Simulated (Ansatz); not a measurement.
CoPt3O6, pressure series

The reference is CoPt$_{3}$O$_{6}$ (space group Cmmm, No. 65; a = 6.9903 Å, b = 9.8635 Å, c = 3.1856 Å; ferromagnetic; a cell from a computed database, its experimental status unchecked).

Cell and atoms are relaxed at each pressure.

Computed with PBEsol, PAW, 420 eV (Ansatz, a program for electronic structure; spin-orbit coupling left out).

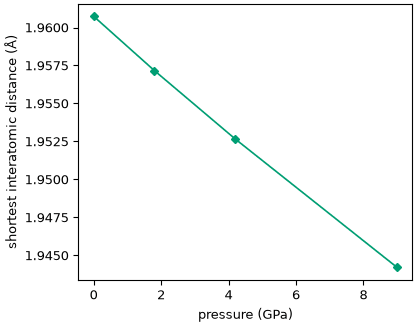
Shortest interatomic distance against pressure

```tsv
pressure (GPa)	shortest interatomic distance
1.8	1.957 Å
4.2	1.953 Å
9	1.944 Å
```

Load acts through the strain it causes; cell and atoms are relaxed under it. Whether these cells are dynamically stable was not tested. Competing high-pressure phases were not computed. No Hubbard U is applied and the magnetic state is the run's own (CoPt3O6 ferromagnetic); small cells can't hold the antiferromagnetic order that many such compounds have, so gaps and moments can be off.
